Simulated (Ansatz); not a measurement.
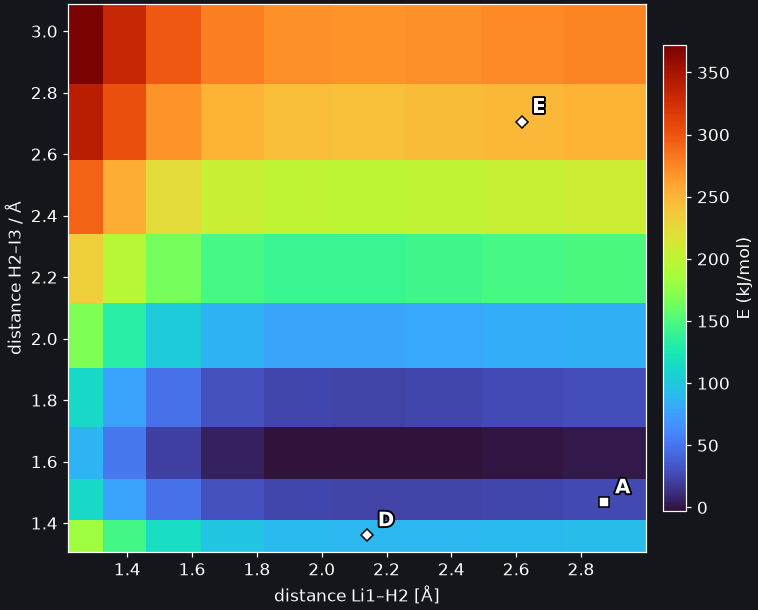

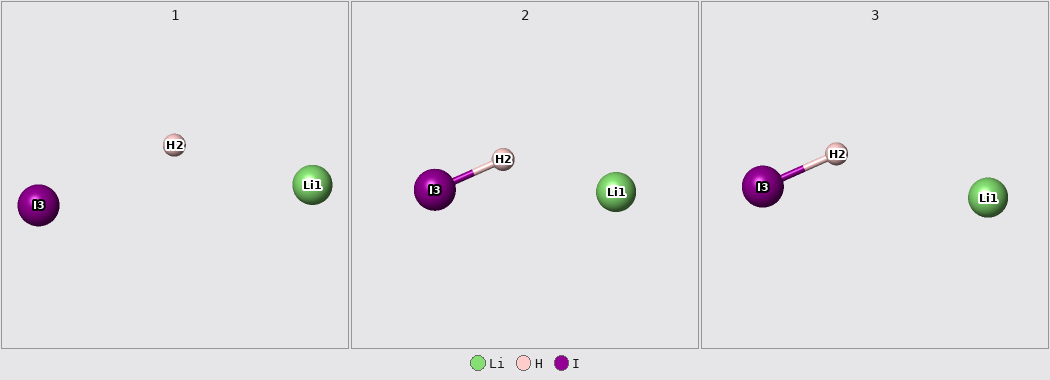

The system Li⁺ + HI. 
- First axis: distance Li1–H2. Second axis: distance H2–I3.
- Nothing is relaxed (the angle Li1–H2–I3 is fixed at 140 degrees).
- The grid has 9 × 9 points.
- Energies are in kJ/mol, from Li with charge +1 far from the relaxed HI (each part in its own basis).
- The restricted reference is unstable at some or all points, so the energies there are unreliable.
- Computed with RHF-CCSD(T), frozen core/def2-TZVPD (Ansatz).

The picture shows one coloured cell a grid point, lettered points. The numbered pictures are the structures at these points, in random order.

### Which structure belongs to which point?

A is structure 3: distance Li1–H2 = 2.872 Å, distance H2–I3 = 1.467 Å, 26 kJ/mol; D is structure 2: distance Li1–H2 = 2.140 Å, distance H2–I3 = 1.360 Å, 89 kJ/mol; E is structure 1: distance Li1–H2 = 2.617 Å, distance H2–I3 = 2.705 Å, 248 kJ/mol.
